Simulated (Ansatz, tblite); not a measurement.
# InH2(OMe) (CH5InO): one state, many levels, part 2 of 2

Aim: run the singlet of InH2(OMe) (CH5InO) at one geometry on many levels, and compare frontier levels, spin and run time.

Ansatz 0.2.0, Gaussian basis; as each input shows. Earlier steps stand in the parts before.

### Step 15. PBE0-D4/def2-TZVPD

Contents of in.yaml:

```yaml
crystal:
  periodic: [false, false, false]
  atoms:
    - {symbol: In, position_ang: [0.615988, 1.448616, 0.718924]}
    - {symbol: H, position_ang: [2.156921, 0.693762, 0.807162]}
    - {symbol: H, position_ang: [-0.054918, 2.960305, 1.142604]}
    - {symbol: O, position_ang: [-0.768577, 0.252271, -0.092473]}
    - {symbol: C, position_ang: [-0.528011, -1.059514, -0.545080]}
    - {symbol: H, position_ang: [-0.768883, -1.141151, -1.611673]}
    - {symbol: H, position_ang: [-1.166309, -1.768624, -0.004660]}
    - {symbol: H, position_ang: [0.513810, -1.385685, -0.414803]}
basis:
  gaussian: {orbitals: def2-TZVPD, initial_orbitals: start.molden}
hamiltonian: {xc: pbe0, dispersion: d4}
scf: {omitted_lower_state_checks: [starts]}
output: {orbitals: {seedname: orbitals}}
```

On the command line:

```sh
$ ansatz run in.yaml --threads 4 --pin off --events-out ev --progress --plain --max-ram 3916MiB
```

The program printed:

```text
Functional definition: PBE0
  name "PBE0"
  cite "Adamo & Barone, J. Chem. Phys. 110, 6158 (1999) doi:10.1063/1.478522"
  cite "Perdew, Burke & Ernzerhof, Phys. Rev. Lett. 77, 3865 (1996) doi:10.1103/PhysRevLett.77.3865"
  parent pbe
  parameter a = 0.25
  parameter kappa = 0.804
  parameter beta = 0.06672455060314922
  exchange = (1 - a)*pbe_x(kappa = kappa, mu = beta*pi^2/3) + a*exact_x
  correlation = pbe_c(beta = beta)
these checks for a lower state are left out or cut short: starts
1126 factors; their error is unknown
mean field evaluation 1: about -8336.3974 eV, gradient 3.1e0 eV
mean field evaluation 2: about -8336.4321 eV, gradient 7.4e-2 eV
mean field evaluation 4: about -8336.4684 eV, gradient 2.1e-4 eV
mean field -8336.46838203 eV, -306.3595623784 hartree, gradient 2.4e-5 eV, S^2 0.000000; 0 other end points of the search recorded, 0 dependent functions left out
reference -8336.46842722 eV, -306.3595640389 hartree; 20, 20 occupied and 158, 158 virtual orbitals, 1126 factors
Total energy: -8336.56763669 eV, -306.3632099197 hartree
Checks for a lower state left out: starts
```

Wall time 1.7 s (4 threads of Arm Neoverse V1, shared host).

From the report: HOMO -7.30 eV, LUMO -1.57 eV.

### Step 16. PBE-D4/def2-TZVPD

Changes to in.yaml since step 15:

```diff
@@ -13,3 +13,3 @@
   gaussian: {orbitals: def2-TZVPD, initial_orbitals: start.molden}
-hamiltonian: {xc: pbe0, dispersion: d4}
+hamiltonian: {xc: pbe, dispersion: d4}
 scf: {omitted_lower_state_checks: [starts]}
```

Launched as before.

The program printed:

```text
Functional definition: PBE
  name "PBE"
  cite "Perdew, Burke & Ernzerhof, Phys. Rev. Lett. 77, 3865 (1996) doi:10.1103/PhysRevLett.77.3865"
  parent pbe
  parameter kappa = 0.804
  parameter beta = 0.06672455060314922
  exchange = pbe_x(kappa = kappa, mu = beta*pi^2/3)
  correlation = pbe_c(beta = beta)
these checks for a lower state are left out or cut short: starts
1044 factors; their error is unknown
mean field evaluation 1: about -8336.2216 eV, gradient 8.6e0 eV
mean field evaluation 2: about -8336.3692 eV, gradient 2.2e-1 eV
mean field evaluation 4: about -8336.3482 eV, gradient 5.3e-4 eV
mean field -8336.34815097 eV, -306.3551439685 hartree, gradient 9.0e-6 eV, S^2 0.000000; 0 other end points of the search recorded, 0 dependent functions left out
reference -8336.34821181 eV, -306.3551462042 hartree; 20, 20 occupied and 158, 158 virtual orbitals, 1044 factors
Total energy: -8336.46602384 eV, -306.3594757164 hartree
Checks for a lower state left out: starts
```

Run time: 1.5 s. Hardware: 4 threads of Arm Neoverse V1, shared host.

Report: HOMO -5.91 eV, LUMO -2.26 eV.

### Step 17. r2SCAN-D4/def2-TZVPD

Changes to in.yaml since step 16:

```diff
@@ -13,3 +13,3 @@
   gaussian: {orbitals: def2-TZVPD, initial_orbitals: start.molden}
-hamiltonian: {xc: pbe, dispersion: d4}
+hamiltonian: {xc: r2scan, dispersion: d4}
 scf: {omitted_lower_state_checks: [starts]}
```

Launched as before.

The program printed:

```text
Functional definition: r2SCAN
  name "r2SCAN"
  cite "Furness, Kaplan, Ning, Perdew & Sun, J. Phys. Chem. Lett. 11, 8208 (2020) doi:10.1021/acs.jpclett.0c02405"
  cite "Furness, Kaplan, Ning, Perdew & Sun, J. Phys. Chem. Lett. 11, 9248 (2020) doi:10.1021/acs.jpclett.0c03077"
  parent r2scan
  parameter k0 = 0.174
  parameter k1 = 0.065
  parameter a1 = 4.9479
  exchange = r2scan_x(k0 = k0, k1 = k1, a1 = a1)
  correlation = r2scan_c
these checks for a lower state are left out or cut short: starts
1044 factors; their error is unknown
mean field evaluation 1: about -8340.2703 eV, gradient 5.6e0 eV
mean field evaluation 2: about -8340.3392 eV, gradient 1.1e-1 eV
mean field evaluation 4: about -8340.3198 eV, gradient 3.3e-4 eV
mean field -8340.31976782 eV, -306.5010981956 hartree, gradient 2.7e-5 eV, S^2 0.000000; 0 other end points of the search recorded, 0 dependent functions left out
reference -8340.31978804 eV, -306.5010989386 hartree; 20, 20 occupied and 158, 158 virtual orbitals, 1044 factors
Total energy: -8340.34754003 eV, -306.5021188054 hartree
Checks for a lower state left out: starts
```

It took 2.8 s on 4 threads of Arm Neoverse V1, shared host.

Report: HOMO -6.14 eV, LUMO -1.96 eV.

### Step 18. CCSD(T)/def2-TZVPP

Changes to in.yaml since step 17:

```diff
@@ -12,4 +12,4 @@
 basis:
-  gaussian: {orbitals: def2-TZVPD, initial_orbitals: start.molden}
-hamiltonian: {xc: r2scan, dispersion: d4}
+  gaussian: {orbitals: def2-TZVPP, initial_orbitals: start.molden}
+correlation: {method: ccsd_t}
 scf: {omitted_lower_state_checks: [starts]}
```

Same command.

The program printed:

```text
Functional definition: HF
  name "HF"
  cite "Fock, Z. Phys. 61, 126 (1930) doi:10.1007/BF01340294"
  parent pbe
  exchange = exact_x
  correlation = 0
these checks for a lower state are left out or cut short: starts
1257 factors; integrals over basis functions are off by at most 1.1e-3 eV
mean field evaluation 1: about -8295.1528 eV, gradient 2.1e1 eV
mean field evaluation 2: about -8295.8827 eV, gradient 7.9e-1 eV
mean field evaluation 4: about -8295.9983 eV, gradient 1.6e-2 eV
mean field evaluation 8: about -8295.9983 eV, gradient 2.8e-6 eV
mean field -8295.99829193 eV, -304.8723139987 hartree, gradient 2.9e-6 eV, S^2 0.000000; 0 other end points of the search recorded, 0 dependent functions left out
6 core orbitals not correlated: weight in the atoms' cores, before any rotation towards them, 1.000 or more for the frozen orbitals, at most 0.000 for the correlated occupied ones
reference -8295.99829193 eV, -304.8723139987 hartree; 14, 14 occupied and 162, 162 virtual orbitals, 1257 factors
second order -19.40969740 eV of doubles, -0.00000000 eV of singles
cycle   1  -19.26881991 eV  change    1.4e-1 eV  update   1.2e-1
cycle   2  -19.78094579 eV  change   -5.1e-1 eV  update   3.9e-2
cycle   3  -19.92230410 eV  change   -1.4e-1 eV  update   2.6e-2
cycle   4  -19.91811671 eV  change    4.2e-3 eV  update   8.5e-3
cycle   5  -19.91265112 eV  change    5.5e-3 eV  update   4.9e-3
cycle   6  -19.91386816 eV  change   -1.2e-3 eV  update   2.0e-3
cycle   7  -19.91404810 eV  change   -1.8e-4 eV  update   8.6e-4
cycle   8  -19.91393675 eV  change    1.1e-4 eV  update   2.6e-4
cycle   9  -19.91402492 eV  change   -8.8e-5 eV  update   9.7e-5
cycle  10  -19.91406361 eV  change   -3.9e-5 eV  update   3.8e-5
cycle  11  -19.91403347 eV  change    3.0e-5 eV  update   1.6e-5
perturbative correction -0.67215233 eV, -0.0247011424 hartree
Total energy: -8316.58447772 eV, -305.6288423728 hartree
Checks for a lower state left out: starts
```

It took 42 s on 4 threads of Arm Neoverse V1, shared host; peak memory 2 GiB.

Hartree-Fock HOMO -11.01 eV, LUMO 0.70 eV; T1 0.017.

### Step 19. MP2/def2-TZVP

Changes to in.yaml since step 18:

```diff
@@ -12,4 +12,4 @@
 basis:
-  gaussian: {orbitals: def2-TZVPP, initial_orbitals: start.molden}
-correlation: {method: ccsd_t}
+  gaussian: {orbitals: def2-TZVP, initial_orbitals: start.molden}
+correlation: {method: mp2}
 scf: {omitted_lower_state_checks: [starts]}
```

Same command.

The program printed:

```text
Functional definition: HF
  name "HF"
  cite "Fock, Z. Phys. 61, 126 (1930) doi:10.1007/BF01340294"
  parent pbe
  exchange = exact_x
  correlation = 0
these checks for a lower state are left out or cut short: starts
1140 factors; integrals over basis functions are off by at most 1.2e-3 eV
mean field evaluation 1: about -8295.1466 eV, gradient 2.0e1 eV
mean field evaluation 2: about -8295.8518 eV, gradient 7.7e-1 eV
mean field evaluation 4: about -8295.9626 eV, gradient 1.6e-2 eV
mean field evaluation 8: about -8295.9626 eV, gradient 2.6e-6 eV
mean field -8295.96258104 eV, -304.8710016478 hartree, gradient 2.6e-6 eV, S^2 0.000000; 0 other end points of the search recorded, 0 dependent functions left out
6 core orbitals not correlated: weight in the atoms' cores, before any rotation towards them, 1.000 or more for the frozen orbitals, at most 0.000 for the correlated occupied ones
reference -8295.96258104 eV, -304.8710016478 hartree; 14, 14 occupied and 122, 122 virtual orbitals, 1140 factors
second order -18.97426716 eV of doubles, -0.00000000 eV of singles
Total energy: -8314.93684820 eV, -305.5682931048 hartree
Checks for a lower state left out: starts
```

It took 1.1 s on 4 threads of Arm Neoverse V1, shared host.

Hartree-Fock HOMO -11.01 eV, LUMO 0.70 eV.

### Step 20. RPA/def2-TZVP

Changes to in.yaml since step 19:

```diff
@@ -13,4 +13,4 @@
   gaussian: {orbitals: def2-TZVP, initial_orbitals: start.molden}
-correlation: {method: mp2}
+hamiltonian: {xc: pbe}
+correlation: {method: rpa}
 scf: {omitted_lower_state_checks: [starts]}
-output: {orbitals: {seedname: orbitals}}
```

Launched as before.

The program printed:

```text
Functional definition: PBE
  name "PBE"
  cite "Perdew, Burke & Ernzerhof, Phys. Rev. Lett. 77, 3865 (1996) doi:10.1103/PhysRevLett.77.3865"
  parent pbe
  parameter kappa = 0.804
  parameter beta = 0.06672455060314922
  exchange = pbe_x(kappa = kappa, mu = beta*pi^2/3)
  correlation = pbe_c(beta = beta)
these checks for a lower state are left out or cut short: starts
1140 factors; integrals over basis functions are off by at most 1.2e-3 eV
mean field evaluation 1: about -8336.2015 eV, gradient 7.8e0 eV
mean field evaluation 2: about -8336.3077 eV, gradient 1.4e-1 eV
mean field evaluation 4: about -8336.3058 eV, gradient 1.4e-4 eV
mean field -8336.30584926 eV, -306.3535894092 hartree, gradient 3.3e-6 eV, S^2 0.000000; 0 other end points of the search recorded, 0 dependent functions left out
6 core orbitals not correlated: weight in the atoms' cores, before any rotation towards them, 1.000 or more for the frozen orbitals, at most 0.000 for the correlated occupied ones
reference -8294.55543680 eV, -304.8192900509 hartree; 14, 14 occupied and 122, 122 virtual orbitals, 1140 factors
Total energy: -8324.14767416 eV, -305.9067847156 hartree
Checks for a lower state left out: starts
```

Run time: 2.3 s. Hardware: 4 threads of Arm Neoverse V1, shared host.

### Step 21. Comparison

| level | functions | HOMO (eV) | LUMO (eV) | gap (eV) | time |
| --- | --- | --- | --- | --- | --- |
| LDA/def2-TZVP | 142 | -6.04 | -2.46 | 3.58 | 0.6 s |
| PBE-D4/def2-SVP | 79 | -5.71 | -2.12 | 3.59 | 0.6 s |
| PBE-D4/def2-TZVP | 142 | -5.86 | -2.22 | 3.65 | 1.1 s |
| PBE-D4/def2-TZVPD | 178 | -5.91 | -2.26 | 3.65 | 1.5 s |
| revPBE-D4/def2-TZVP | 142 | -5.79 | -2.11 | 3.68 | 0.95 s |
| BLYP-D4/def2-TZVP | 142 | -5.79 | -2.20 | 3.59 | 1.1 s |
| r2SCAN-D4/def2-TZVP | 142 | -6.10 | -1.93 | 4.17 | 1.9 s |
| r2SCAN-D4/def2-TZVPD | 178 | -6.14 | -1.96 | 4.18 | 2.8 s |
| B97M-V/def2-TZVP | 142 | -6.23 | -2.25 | 3.98 | 4.5 s |
| r2SCANh-D4/def2-TZVP | 142 | -6.63 | -1.69 | 4.94 | 2.2 s |
| B3LYP-D4/def2-TZVP | 142 | -7.05 | -1.81 | 5.24 | 1.3 s |
| PBE0-D4/def2-SVP | 79 | -7.10 | -1.43 | 5.67 | 0.8 s |
| PBE0-D4/def2-TZVP | 142 | -7.26 | -1.53 | 5.73 | 1.2 s |
| PBE0-D4/def2-TZVPD | 178 | -7.30 | -1.57 | 5.73 | 1.7 s |
| ωB97M-V/def2-TZVP | 142 | -9.65 | -0.11 | 9.54 | 4.1 s |

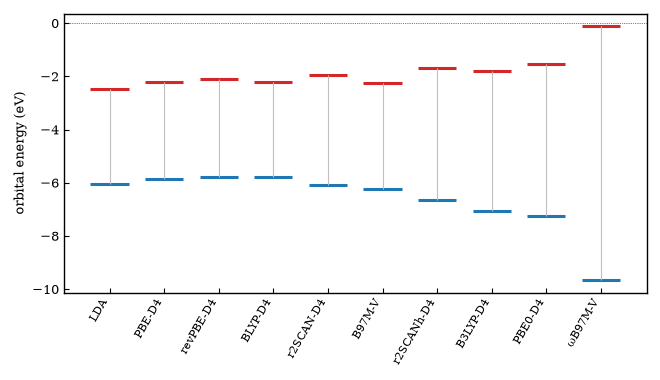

Highest filled (blue) and lowest empty (red) level in def2-TZVP.

The pieces so far (eV):

| basis | HF | MP2 correlation | CCSD correlation | (T) | total |
| --- | --- | --- | --- | --- | --- |
| def2-TZVPP | -8295.9983 | -19.4097 | -19.9140 | -0.6722 | -8316.5845 |
| def2-TZVP | -8295.9626 | -18.9743 |  |  | -8314.9368 (MP2) |

### Step 22. Binding energy

Free atoms were run apart at each level; binding is atoms less cluster, divided by the number of atoms, without zero-point or spin-orbit terms.

Differences are taken before rounding.

| method | binding an atom (eV) | from CCSD(T)/def2-TZVPP (eV) | time |
| --- | --- | --- | --- |
| HF/def2-TZVP | 2.224 | -0.870 |  |
| HF/def2-TZVPP | 2.228 | -0.866 |  |
| LDA/def2-TZVP | 3.624 | +0.530 | 0.6 s |
| PBE-D4/def2-SVP | 3.187 | +0.093 | 0.6 s |
| PBE-D4/def2-TZVP | 3.187 | +0.092 | 1.1 s |
| PBE-D4/def2-TZVPD | 3.188 | +0.094 | 1.5 s |
| revPBE-D4/def2-TZVP | 3.105 | +0.011 | 0.95 s |
| BLYP-D4/def2-TZVP | 3.135 | +0.040 | 1.1 s |
| r2SCAN-D4/def2-TZVP | 3.157 | +0.063 | 1.9 s |
| r2SCAN-D4/def2-TZVPD | 3.159 | +0.064 | 2.8 s |
| B97M-V/def2-TZVP | 3.171 | +0.077 | 4.5 s |
| r2SCANh-D4/def2-TZVP | 3.133 | +0.038 | 2.2 s |
| B3LYP-D4/def2-TZVP | 3.138 | +0.044 | 1.3 s |
| PBE0-D4/def2-SVP | 3.124 | +0.030 | 0.8 s |
| PBE0-D4/def2-TZVP | 3.125 | +0.031 | 1.2 s |
| PBE0-D4/def2-TZVPD | 3.127 | +0.033 | 1.7 s |
| ωB97M-V/def2-TZVP | 3.162 | +0.067 | 4.1 s |
| MP2/def2-TZVP | 3.044 | -0.050 | 1.1 s |
| CCSD/def2-TZVPP | 3.048 | -0.046 |  |
| CCSD(T)/def2-TZVPP | 3.094 | 0 | 42 s |

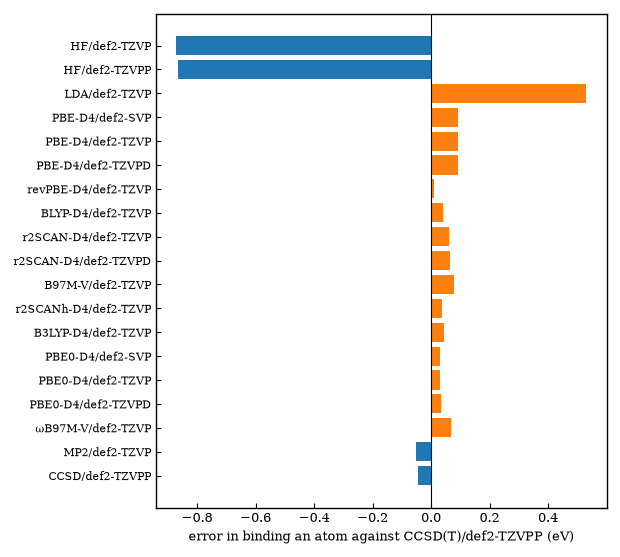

How far each level lands from CCSD(T)/def2-TZVPP.

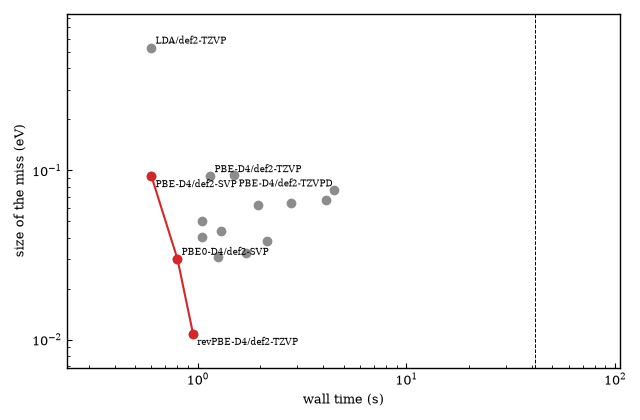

Accuracy for the time spent; red marks the levels that beat every quicker one drawn (of those quicker than the yardstick), and the dashed line is the time of CCSD(T)/def2-TZVPP. Only those levels and the largest misses are named. Times are from a shared host.

### Step 23. Summary of results

This closing draws on all 2 parts.

| quantity | value |
| --- | --- |
| gap in def2-TZVP, named functionals, smallest and largest | 3.58 eV (LDA), 9.54 eV (ωB97M-V) |
| correlation energy, CCSD(T)/def2-TZVPP | -20.59 eV |
| correlation energy, MP2/def2-TZVP | -18.97 eV |
| binding an atom, CCSD(T)/def2-TZVPP | 3.094 eV |
| PBE0 total energy, smallest basis above largest | 4.03 eV (def2-SVP, def2-TZVPD) |

In words: Over the named functionals in def2-TZVP the gap runs from 3.58 eV (LDA) to 9.54 eV (ωB97M-V); exact exchange widens it. The functionals in def2-TZVP miss CCSD(T)/def2-TZVPP by +0.011 (revPBE-D4) to +0.530 eV (LDA) an atom. The reference is CCSD(T) in one finite basis, so it carries an error of its own, often a tenth of an eV or more, and near misses can't be ranked.

revPBE-D4/def2-TZVP reaches 0.011 eV from the reference in 0.95 s, where CCSD(T)/def2-TZVPP took 42 s; the quickest level in the cost chart, PBE-D4/def2-SVP, takes 0.6 s and misses by 0.093 eV. The slowest run with a step of its own, CCSD(T)/def2-TZVPP, took 42 s; the quickest functional in def2-TZVP took 0.6 s (shared host).
